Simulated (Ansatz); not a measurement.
# WC (Fm-3m): Grüneisen parameters, part 2 of 2

Wanted: mode Grüneisen parameters of WC (Fm-3m).

Ansatz 0.2.0; DFT PBEsol, scalar-relativistic, plane waves, PAW; PAW set soft_1.

So far, highest frequency on the path or at a solved wavevector (cm⁻¹): step 2 (phonons on a q mesh) 693; step 4 (phonons at the other volume, volume ratio 0.97) 725.

## Step 5: Relaxing at another volume, volume ratio 1.03

The volume is scaled by 1.03 and held; symmetry leaves nothing to relax, so this is a single point. The modes can then be followed against volume.

input.yaml reads:

```yaml
crystal:
  lattice:
    - [0.0, 2.194297209, 2.194297209]
    - [2.194297209, 0.0, 2.194297209]
    - [2.194297209, 2.194297209, 0.0]
  atoms:
    - { symbol: W, position: [0.0, 0.0, 0.0] }
    - { symbol: C, position: [0.5, 0.5, 0.5] }
kpoints:
  mp_grid: { grid: [16, 16, 16] }
hamiltonian:
  xc: pbesol
  pseudopotentials: { kind: paw, azcp: { folder: soft_1 }, xc_functional: pbe }
scf:
  occupations: { method: methfessel_paxton, width: 0.2 }
output:
  forces: true
  stress: true
  eigenvalues: true
```

Launch:

```
$ ansatz run input.yaml --threads 4 --pin off --max-ram 10240MiB --backend cpu --events-out ev --progress --plain --runs-dir out
```

Numbers of over 12 decimals in the logs are rounded to 6 here.

The log of the run:

```text
[...]
Crystal: 2 atoms, lattice volume = 21.131 Å³
Basis set: ecut = 420 eV, 411 PW (Γ), exchange–correlation on 48×48×48 points (8 copies of the dense FFT grid, shifted against one another)
Bands: 13, of which v1, the nominal top of the filled ones, is band 9 counted from 1 (8 counted from 0)
Symmetry: 48 space group operations
[...]
k-points: 145 of 4096
[...]
k-point 0: bands = [... 5 lower, 18.6714, 18.6714, 18.6714, 20.4086, 20.4086, 20.4086, 20.4556, 20.4556, ... 4 higher]
  k-point 1: bands = [... 5 lower, 18.2708, 18.5844, 18.5844, 19.4444, 19.4444, 20.5804, 21.7212, 21.7212, ... 4 higher]
  k-point 2: bands = [... 5 lower, 17.3888, 17.8876, 17.8876, 19.3639, 19.3639, 20.8630, 23.1305, 23.1305, ... 4 higher]
  k-point 144: bands = [... 5 lower, 15.1331, 15.3803, 15.3803, 21.9197, 21.9197, 23.7040, 24.8550, 26.3260, ... 4 higher]
[key lines of the parts left out:]
SCF converged after 7 iterations
Free energy (F): -10503.819740 eV
Fermi energy:    21.452727 eV
P = ⅓ Tr σ = -10.8349 GPa (-108.349 kbar)
```

Run time: 1.3 s. Hardware: 4 threads of Arm Neoverse V1, shared host; peak memory 0.33 GiB.

Numbers from this step:

```
pressure        : -10.83 GPa
volume per atom : 10.57 Å³
```

The run ends at a pressure of -10.83 GPa.

## Step 6: Phonons at the other volume, volume ratio 1.03

The phonons are repeated at this volume on the same k and q meshes.

Changes to input.yaml since step 5:

```diff
@@ -16,4 +16,11 @@
 output:
-  forces: true
-  stress: true
   eigenvalues: true
+phonons:
+  method: dfpt
+  qmesh: [4, 4, 4]
+  temperatures: { t_max: 1000, t_step: 50 }
+  qpath:
+    path:
+      - [[0.0, 0.0, 0.0], [0.5, 0.0, 0.5], [0.625, 0.25, 0.625]]
+      - [[0.375, 0.375, 0.75], [0.0, 0.0, 0.0], [0.5, 0.5, 0.5], [0.5, 0.25, 0.75], [0.5, 0.0, 0.5]]
+    npoints: 10
```

The log of the run:

```text
[...]
Crystal: 2 atoms, lattice volume = 21.131 Å³
Basis set: ecut = 420 eV, 411 PW (Γ), exchange–correlation on 48×48×48 points (8 copies of the dense FFT grid, shifted against one another)
Bands: 13, of which v1, the nominal top of the filled ones, is band 9 counted from 1 (8 counted from 0)
Symmetry: 48 space group operations
k-points: 145 of 4096
[...]
k-point 144: bands = [... 5 lower, 15.1331, 15.3803, 15.3803, 21.9198, 21.9198, 23.7040, 24.8550, 26.3260, ... 4 higher]
[...]
ASR residual: 3.099e-5 → 0.000e0 eV/Å²; symmetrization residual: 6.113e-7 eV/Å²
  ASR residual per site (eV/Å²): 3.10e-5 1.12e-5
  Γ frequencies (cm⁻¹): 0.00 0.00 0.00 370.60 370.60 370.60
--- Phonons (arbitrary-q DFPT): 8 irreducible q on the 4×4×4 mesh ---
[...]
interpolated dispersion: 62 rows × 6 modes
[...]
[key lines of the parts left out:]
SCF converged after 9 iterations
Free energy (F): -10503.819740 eV
Fermi energy:    21.452746 eV
```

Elapsed: 4.4 min, on 4 threads; peak memory 3.2 GiB.

This step gave:

```
sum-rule residual before enforcement                    : 3.10e-5 eV/Å²
lowest frequency on the path                            : -152.2 cm⁻¹
highest frequency on the path or at a solved wavevector : 663.2 cm⁻¹
highest optical mode at the zone centre (no LO-TO term) : 370.6 cm⁻¹
lowest optical zone-centre mode                         : 370.6 cm⁻¹
lowest mode on the q mesh (acoustic modes at Γ apart)   : -152.2 cm⁻¹
```

The highest optical mode at the zone centre (no LO-TO term) is 370.6 cm⁻¹, -42.2 cm⁻¹ against the base run.

## Step 7: Grüneisen parameters

The Grüneisen parameter of a mode is minus the logarithmic change of its frequency with volume, −d ln ω / d ln V; weighted by heat capacity it gives the expansion.

Numbers from this step:

```yaml
bulk_modulus: 392.2 GPa
```

The phonon branches at the labelled points (cm⁻¹):

| point | branch 1 | branch 2 | branch 3 | branch 4 | branch 5 | branch 6 |
| --- | --- | --- | --- | --- | --- | --- |
| Γ | 0 | 0 | 0 | 413 | 413 | 413 |
| X | -156 | 49 | 49 | 534 | 550 | 550 |
| U | -81 | -40 | 52 | 557 | 601 | 633 |
| jump to K | -81 | -40 | 52 | 557 | 601 | 633 |
| Γ | 0 | 0 | 0 | 413 | 413 | 413 |
| L | 53 | 53 | 139 | 621 | 621 | 693 |
| W | -95 | -95 | 119 | 568 | 568 | 657 |
| X | -156 | 49 | 49 | 534 | 550 | 550 |

The same for volume x 0.97:

| point | branch 1 | branch 2 | branch 3 | branch 4 | branch 5 | branch 6 |
| --- | --- | --- | --- | --- | --- | --- |
| Γ | 0 | 0 | 0 | 455 | 455 | 455 |
| X | -160 | 52 | 52 | 573 | 587 | 587 |
| U | -81 | -20 | 66 | 593 | 635 | 666 |
| K | -81 | -20 | 66 | 593 | 635 | 666 |
| Γ | 0 | 0 | 0 | 455 | 455 | 455 |
| L | 72 | 72 | 153 | 655 | 655 | 725 |
| W | -97 | -97 | 133 | 604 | 604 | 690 |
| X | -160 | 52 | 52 | 573 | 587 | 587 |

The same for volume x 1.03:

| point | branch 1 | branch 2 | branch 3 | branch 4 | branch 5 | branch 6 |
| --- | --- | --- | --- | --- | --- | --- |
| Γ | 0 | 0 | 0 | 371 | 371 | 371 |
| X | -152 | 45 | 45 | 496 | 514 | 514 |
| U | -81 | -52 | 36 | 522 | 568 | 600 |
| K | -81 | -52 | 36 | 522 | 568 | 600 |
| Γ | 0 | 0 | 0 | 371 | 371 | 371 |
| L | 25 | 25 | 125 | 589 | 589 | 663 |
| W | -93 | -93 | 105 | 534 | 534 | 625 |
| X | -152 | 45 | 45 | 496 | 514 | 514 |

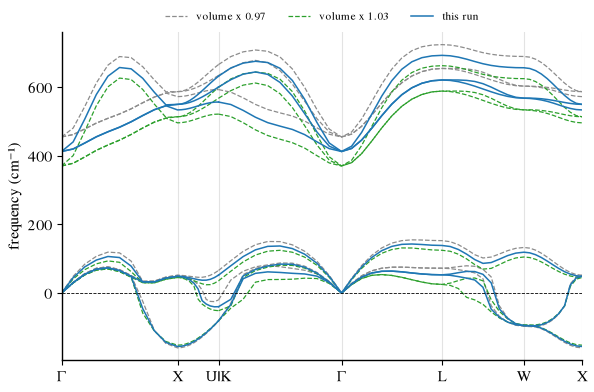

Phonon branches along the path; dashed: volume x 0.97 and volume x 1.03.

## Step 8: Outcome

```json
{
 "bulk modulus": "392 GPa"
}
```

**Reading.** No expansion is given, because modes are imaginary at one volume or more. The highest optical mode at Γ goes from 455 to 371 cm⁻¹ as the cell grows, a Grüneisen parameter of 3.43. Branches are matched by rank, so values near crossings are rough. With no gap, or one that is small against the smearing, the frequencies hang on the k mesh and the smearing, most of all near Kohn anomalies. Spin-orbit coupling is left out, which can matter for the heavy elements here. The PAW files were made for PBE and serve the other functionals too.

[Logs are printed without paths, hosts, clocks, repeated set-up lines and the standing remarks that a program may print on its own settings, such as how far it seeks lower states.]

[Hosts, paths, dates, database ids (printed as entryN), source tags and the programs' standing remarks are cut or masked in the printed files.]
